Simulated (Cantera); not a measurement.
Feed: 1 mol Si, 6.1 mol H2, held at 11.0 bar.

Equilibrium computed with Cantera from the NASA thermochemical tables; the gas is ideal and each condensed phase is pure. Candidate condensed phases: Si; 9 gas species. Gases not in the tables: Si2H6 and higher silanes. Kinetics and transport are ignored.

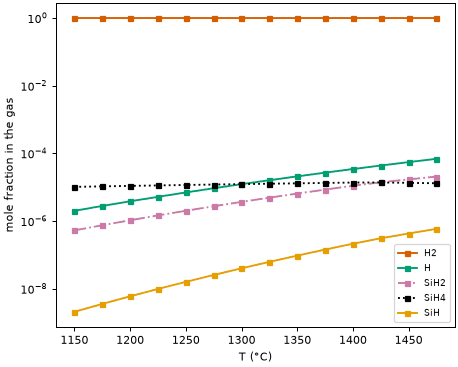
Equilibrium gas composition (values under 1e-9 drawn at 1e-9)

### Question
Read off the mole fractions at 1225 °C.

### Answer
H2 about 1.00, SiH4 about 1.1e-5, H about 5.2e-6, SiH2 about 1.5e-6.
